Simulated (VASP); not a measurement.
# YB6: structure and properties in VASP, part 2 of 6

What structure does YB6 take at this level, and what are its properties? The start is a cell from a database of measured crystal structures.

VASP 6.6.1; LDA; plane waves and PAW (Y_sv, B).

Still holding for the runs below: This run has no spin polarisation. Its electron count is odd, so without a moment it is a metal by construction.

So far. Step 2 (Full relaxation (LDA)): It ends with forces under 0.001 eV/Å and a pressure of 0.01 GPa. The volume lies -5.0 % from that of the database's start, which holds the thermal and zero-point expansion of its experiment. LDA is known to overbind.

The database entry behind the starting cell differs from later determinations by our own check (about 0.3 % long, ideal inner coordinate), so it need not match the best structure at ambient conditions.

## 3. Second relaxation

The basis stayed that of the start cell while the cell moved. A rerun from the cell reached resets it; the error of the finite cutoff stays.

Contents of INCAR:

```
SYSTEM = YB6
PREC = Accurate
ENCUT = 420
EDIFF = 1E-06
NELM = 100
ISMEAR = 0
SIGMA = 0.05
LREAL = .FALSE.
ALGO = Normal
GGA = CA
NBANDS = 21
LASPH = .TRUE.
LORBIT = 11
LWAVE = .FALSE.
LCHARG = .FALSE.
KPAR = 4
IBRION = 2
NSW = 60
ISIF = 3
EDIFFG = -0.01
```

Contents of POSCAR:

```
YB6
1.0
    4.0430313235      0.0000000000      0.0000000000
    0.0000000000      4.0430313235      0.0000000000
    0.0000000000      0.0000000000      4.0430313235
Y B
1 6
Direct
    0.0000000000      0.0000000000      0.0000000000
    0.1990281892      0.5000000000      0.5000000000
    0.5000000000      0.1990281892      0.5000000000
    0.8009718108      0.5000000000      0.5000000000
    0.5000000000      0.8009718108      0.5000000000
    0.5000000000      0.5000000000      0.1990281892
    0.5000000000      0.5000000000      0.8009718108
```

Contents of KPOINTS:

```
Automatic mesh
0
Gamma
6 6 6
0 0 0
```

Potentials, in the order of the species: Y_sv and B (LDA family, release 64).

Launch:

```console
$ mpirun -np 4 vasp_std
```

The log of the run:

```text
[... set-up lines as in an earlier step ...]
 entering main loop
       N       E                     dE             d eps       ncg     rms          rms(c)
DAV:   1     0.690709597679E+02    0.69071E+02   -0.12491E+04   840   0.109E+03
DAV:   2    -0.601874396406E+02   -0.12926E+03   -0.12542E+03  1105   0.237E+02
DAV:   3    -0.643299120232E+02   -0.41425E+01   -0.40556E+01  1296   0.373E+01
DAV:   4    -0.644086130797E+02   -0.78701E-01   -0.78530E-01  1147   0.432E+00
DAV:   5    -0.644104206605E+02   -0.18076E-02   -0.18067E-02  1161   0.605E-01    0.156E+01
DAV:   6    -0.555699183857E+02    0.88405E+01   -0.14005E+01  1079   0.230E+01    0.140E+01
DAV:   7    -0.546418425446E+02    0.92808E+00   -0.72221E+00  1160   0.123E+01    0.130E+01
DAV:   8    -0.550878681922E+02   -0.44603E+00   -0.36093E+00   996   0.987E+00    0.438E+00
DAV:   9    -0.546027271611E+02    0.48514E+00   -0.17618E+00  1020   0.665E+00    0.332E-01
DAV:  10    -0.546124130800E+02   -0.96859E-02   -0.12127E-01  1068   0.164E+00    0.942E-01
DAV:  11    -0.546125366519E+02   -0.12357E-03   -0.23536E-03  1082   0.239E-01    0.494E-01
DAV:  12    -0.546121869632E+02    0.34969E-03   -0.75374E-04  1050   0.152E-01    0.223E-01
DAV:  13    -0.546121442771E+02    0.42686E-04   -0.18779E-04  1051   0.802E-02    0.442E-02
DAV:  14    -0.546121453557E+02   -0.10786E-05   -0.11237E-05  1081   0.189E-02    0.287E-02
DAV:  15    -0.546121439812E+02    0.13745E-05   -0.60588E-06  1093   0.125E-02    0.740E-03
DAV:  16    -0.546121439258E+02    0.55405E-07   -0.63517E-07   595   0.451E-03
   1 F= -.54612144E+02 E0= -.54611515E+02  d E =-.546121E+02
 curvature:   0.00 expect dE= 0.000E+00 dE for cont linesearch  0.000E+00
 trial: gam= 0.00000 g(F)=  0.786E-07 g(S)=  0.282E-09 ort = 0.000E+00 (trialstep = 0.100E+01)
 search vector abs. value=  0.790E-07
 reached required accuracy - stopping structural energy minimisation
```

It took 6.2 s on 4 MPI ranks of Intel Xeon 6975P-C (Granite Rapids), shared host; peak memory 0.57 GiB.

Parts of OUTCAR (step 3):

```text
  LATTYP: Found a simple cubic cell.
 ALAT       =     4.0430313235

The static configuration has the point symmetry O_h .

 Found     20 irreducible k-points:

   ENCUT  =  420.0 eV  30.87 Ry    5.56 a.u.   6.76  6.76  6.76*2*pi/ulx,y,z

   NELECT =      29.0000    total number of electrons

 E-fermi :   6.8346

 k-point     1 :       0.0000    0.0000    0.0000
  band No.  band energies     occupation
    ...
     10      -0.2440      2.00000
     11      -0.2440      2.00000
     12       4.7622      2.00000
     13       4.7622      2.00000
     14       4.7622      2.00000
     15       7.8491      0.00000
     16       7.8491      0.00000
     17       7.9268      0.00000
     18       7.9268      0.00000
     19       7.9268      0.00000
    ...

 k-point     2 :       0.1667    0.0000    0.0000
  band No.  band energies     occupation
    ...
     11       0.9761      2.00000
     12       4.0819      2.00000
     13       4.0819      2.00000
     14       4.8980      2.00000
     15       6.0417      2.00000
     16       8.1075      0.00000
     17       8.6907      0.00000
     18       8.6907      0.00000
     19       9.5216      0.00000
     20       9.6655      0.00000
    ...

  Total       -0.0001168     -0.0001168     -0.0001168      0.0000000      0.0000000     -0.0000000
  in kB       -0.0028304     -0.0028304     -0.0028304      0.0000000      0.0000000     -0.0000000
  external PRESSURE =      -0.0028304 kB  Pullay stress =       0.0000000 kB

  energy-cutoff  :      420.00
  volume of cell :       66.09
      direct lattice vectors                 reciprocal lattice vectors
     4.043031324  0.000000000  0.000000000     0.247339167  0.000000000  0.000000000
     0.000000000  4.043031324  0.000000000     0.000000000  0.247339167  0.000000000
     0.000000000  0.000000000  4.043031324     0.000000000  0.000000000  0.247339167

 POSITION                                       TOTAL-FORCE (eV/Angst)
 -----------------------------------------------------------------------------------
      0.00000      0.00000      0.00000        -0.000000      0.000000      0.000000
      0.80468      2.02152      2.02152        -0.000521      0.000000      0.000000
      2.02152      0.80468      2.02152        -0.000000     -0.000521      0.000000
      3.23835      2.02152      2.02152         0.000521      0.000000      0.000000
      2.02152      3.23835      2.02152        -0.000000      0.000521      0.000000
      2.02152      2.02152      0.80468         0.000000      0.000000     -0.000521
      2.02152      2.02152      3.23835         0.000000      0.000000      0.000521
 -----------------------------------------------------------------------------------
    total drift:                                0.000000     -0.000000     -0.000000

  FREE ENERGIE OF THE ION-ELECTRON SYSTEM (eV)
  ---------------------------------------------------
  free  energy   TOTEN  =       -54.6121439258 eV

  energy  without entropy=      -54.6108852447  energy(sigma->0) =      -54.61151459

 total charge
# of ion       s       p       d       f       tot
--------------------------------------------------
    1        2.107   6.205   0.943   0.061   9.315
    2        0.707   1.448   0.000   0.000   2.155
    3        0.707   1.448   0.000   0.000   2.155
    4        0.707   1.448   0.000   0.000   2.155
    5        0.707   1.448   0.000   0.000   2.155
    6        0.707   1.448   0.000   0.000   2.155
    7        0.707   1.448   0.000   0.000   2.155
--------------------------------------------------
tot          6.350  14.893   0.943   0.061  22.247

[... 5 parts as in an earlier step ...]

[... 6 further parts left out ...]
```

Little changed from the start: no atom moved by 0.005 Å and no cell edge by 0.1 %.

Numbers from this step:

| Item | Value |
| --- | --- |
| free energy (TOTEN) | -54.6121 eV |
| energy at zero smearing | -54.6115 eV |
| pressure | -2.83e-4 GPa |
| SCF cycles over all ionic steps | 16 |

It ends with a largest force of 0.001 eV/Å and a pressure of 0.00 GPa. The volume moved by under 0.01 %: the run met its threshold at the first step.

## 4. Density, ELF and potential (LDA)

A single point on the relaxed cell gives a clean self-consistent state, with density, ELF and potential written out.

INCAR: that of step 3 with these lines changed.

```diff
@@ -14,7 +14,5 @@
 LWAVE = .FALSE.
-LCHARG = .FALSE.
-KPAR = 4
-IBRION = 2
-NSW = 60
-ISIF = 3
-EDIFFG = -0.01
+LCHARG = .TRUE.
+ISIF = 2
+LELF = .TRUE.
+LVHAR = .TRUE.
```

POSCAR is that of step 3.

KPOINTS is that of step 3.

Launch:

```console
$ mpirun -np 4 vasp_std
```

The log of the run:

```text
[banner, memory and clock lines left out]
running    4 mpi-ranks, on    1 nodes
 distrk:  each k-point on    4 cores,    1 groups
 distr:  one band on    1 cores,    4 groups

 POSCAR found type information on POSCAR Y B
 POSCAR found :  2 types and       7 ions
 LDA part: xc-table for (Slater(with rela. corr.)+CA(PZ))
 , standard interpolation
|                                                                             |
|           W    W    AA    RRRRR   N    N  II  N    N   GGGG   !!!           |
|           W    W   A  A   R    R  NN   N  II  NN   N  G    G  !!!           |
|           W    W  A    A  R    R  N N  N  II  N N  N  G       !!!           |
|           W WW W  AAAAAA  RRRRR   N  N N  II  N  N N  G  GGG   !            |
|           WW  WW  A    A  R   R   N   NN  II  N   NN  G    G                |
|           W    W  A    A  R    R  N    N  II  N    N   GGGG   !!!           |
|                                                                             |
|     The number of bands has been changed from the values supplied in        |
|     The orbitals not found in the WAVECAR file will be initialized with     |
|     random numbers, which is usually adequate. For correlated               |
|     calculations, however, you should redo the groundstate calculation.     |
|     I found NBANDS = 21. Now, NBANDS = 24.                                  |
|                                                                             |

 POSCAR, INCAR and KPOINTS ok, starting setup
 FFT: planning ... GRIDC
 FFT: planning ... GRID_SOFT
 FFT: planning ... GRID
 WAVECAR not read
 entering main loop
       N       E                     dE             d eps       ncg     rms          rms(c)
DAV:   1     0.633935882381E+02    0.63394E+02   -0.12145E+04   960   0.956E+02
DAV:   2    -0.600598243029E+02   -0.12345E+03   -0.11845E+03  1272   0.223E+02
DAV:   3    -0.643326497551E+02   -0.42728E+01   -0.42464E+01  1448   0.346E+01
DAV:   4    -0.644087215179E+02   -0.76072E-01   -0.76012E-01  1296   0.413E+00
DAV:   5    -0.644104511650E+02   -0.17296E-02   -0.17296E-02  1392   0.527E-01    0.156E+01
DAV:   6    -0.555877540395E+02    0.88227E+01   -0.94860E+00  1120   0.202E+01    0.138E+01
DAV:   7    -0.546470773272E+02    0.94068E+00   -0.51096E+00  1216   0.108E+01    0.128E+01
DAV:   8    -0.552627244700E+02   -0.61565E+00   -0.33087E+00  1080   0.946E+00    0.628E+00
DAV:   9    -0.546079019883E+02    0.65482E+00   -0.16495E+00  1032   0.687E+00    0.425E-01
DAV:  10    -0.546142788539E+02   -0.63769E-02   -0.10789E-01  1184   0.165E+00    0.154E+00
DAV:  11    -0.546137163088E+02    0.56255E-03   -0.16393E-03  1152   0.229E-01    0.951E-01
DAV:  12    -0.546121455664E+02    0.15707E-02   -0.44283E-03  1096   0.341E-01    0.198E-01
DAV:  13    -0.546121459576E+02   -0.39117E-06   -0.39120E-04  1152   0.100E-01    0.730E-02
DAV:  14    -0.546121453219E+02    0.63570E-06   -0.36321E-06  1216   0.108E-02
   1 F= -.54612145E+02 E0= -.54611516E+02  d E =-.125872E-02
```

Wall time 6.2 s (4 MPI ranks); peak memory 0.43 GiB.

From OUTCAR (step 4):

```text
The static configuration has the point symmetry O_h .

 Found     20 irreducible k-points:

   k-points           NKPTS =     20   k-points in BZ     NKDIM =     20   number of bands    NBANDS=     24

   NELECT =      29.0000    total number of electrons

 E-fermi :   6.8346

 k-point     1 :       0.0000    0.0000    0.0000
  band No.  band energies     occupation
    ...
     10      -0.2442      2.00000
     11      -0.2442      2.00000
     12       4.7623      2.00000
     13       4.7623      2.00000
     14       4.7623      2.00000
     15       7.8492      0.00000
     16       7.8492      0.00000
     17       7.9267      0.00000
     18       7.9267      0.00000
     19       7.9267      0.00000
    ...

 k-point     2 :       0.1667    0.0000    0.0000
  band No.  band energies     occupation
    ...
     11       0.9762      2.00000
     12       4.0819      2.00000
     13       4.0819      2.00000
     14       4.8981      2.00000
     15       6.0416      2.00000
     16       8.1076      0.00000
     17       8.6906      0.00000
     18       8.6906      0.00000
     19       9.5218      0.00000
     20       9.6656      0.00000
    ...

  Total        0.0020777      0.0020777      0.0020777     -0.0000000     -0.0000000      0.0000000
  in kB        0.0503709      0.0503709      0.0503709     -0.0000000     -0.0000000      0.0000000
  external PRESSURE =       0.0503709 kB  Pullay stress =       0.0000000 kB

 POSITION                                       TOTAL-FORCE (eV/Angst)
 -----------------------------------------------------------------------------------
      0.00000      0.00000      0.00000        -0.000000      0.000000      0.000000
      0.80468      2.02152      2.02152        -0.002616      0.000000     -0.000000
      2.02152      0.80468      2.02152        -0.000000     -0.002616     -0.000000
      3.23835      2.02152      2.02152         0.002616     -0.000000      0.000000
      2.02152      3.23835      2.02152        -0.000000      0.002616     -0.000000
      2.02152      2.02152      0.80468        -0.000000      0.000000     -0.002616
      2.02152      2.02152      3.23835        -0.000000     -0.000000      0.002616
 -----------------------------------------------------------------------------------
    total drift:                                0.000000     -0.000000     -0.000000

  FREE ENERGIE OF THE ION-ELECTRON SYSTEM (eV)
  ---------------------------------------------------
  free  energy   TOTEN  =       -54.6121453219 eV

  energy  without entropy=      -54.6108866024  energy(sigma->0) =      -54.61151596

[... 8 parts as in an earlier step ...]

[... 5 further parts left out ...]
```

Numbers from this step:

```
SCF cycles : 14
bands      : 24
pressure   : 0.005037 GPa
```

Valence electrons inside each PAW sphere by angular momentum. Sphere charges, by row:

```tsv
atom	s (e)	p (e)	d (e)	f (e)	tot (e)
Y1	2.107	6.205	0.943	0.061	9.315
B2	0.707	1.448	0	0	2.155
B3	0.707	1.448	0	0	2.155
B4	0.707	1.448	0	0	2.155
B5	0.707	1.448	0	0	2.155
B6	0.707	1.448	0	0	2.155
B7	0.707	1.448	0	0	2.155
```

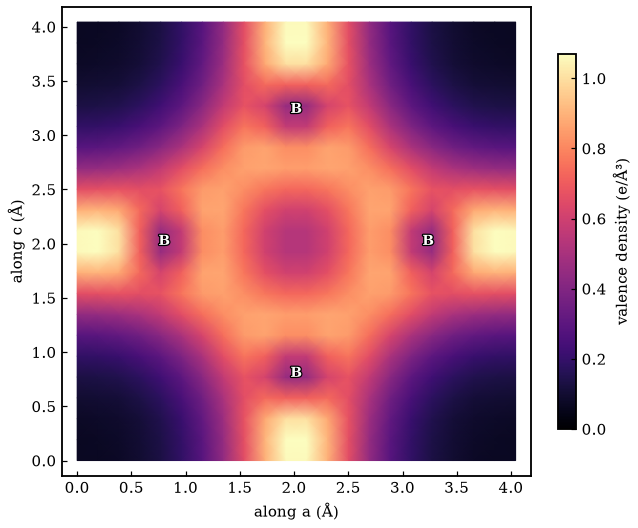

Valence density in the ac plane at fractional y = 0.500, with atoms of B within 0.2 Å of it. It is the smooth field of the valence electrons, not physical close to the nuclei.

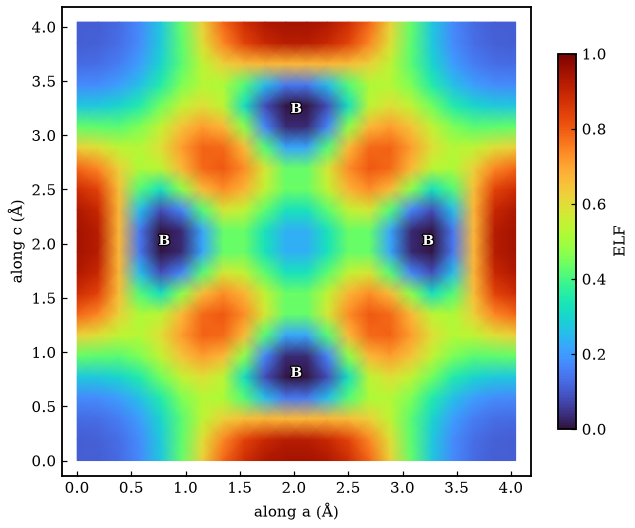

ELF in the ac plane at fractional y = 0.500, with atoms of B within 0.2 Å of it. It is the smooth field of the valence electrons, not physical close to the nuclei.

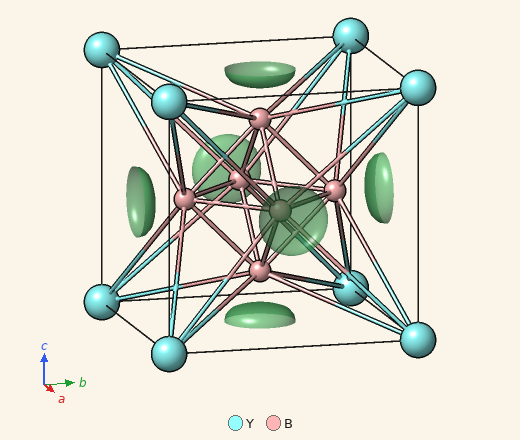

Surface of ELF = 0.85.

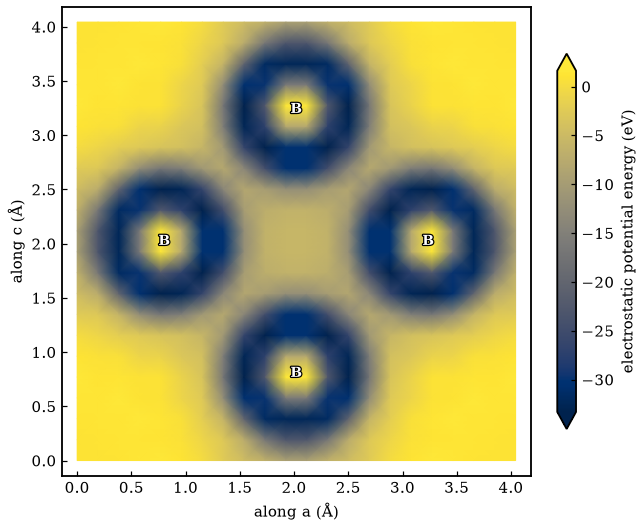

Electrostatic potential energy in the ac plane at fractional y = 0.500, with atoms of B within 0.2 Å of it. With pseudopotentials it is smooth inside the atoms' cores, unlike the true potential.

In this run the pressure is 0.01 GPa, small enough to go on.

(Part 2 of 6 ends here.)

[Lines on the potential files, build, host, timing and source positions are cut from VASP's logs without a mark.]

[Logs are printed without paths, hosts, clocks, repeated set-up lines and the standing remarks that a program may print on its own settings, such as how far it seeks lower states.]

[Hosts, paths, dates, database ids (printed as entryN), source tags and the programs' standing remarks are cut or masked in the printed files.]

[A measured line is paired with the nearest computed mode of its activity, which favours agreement.]
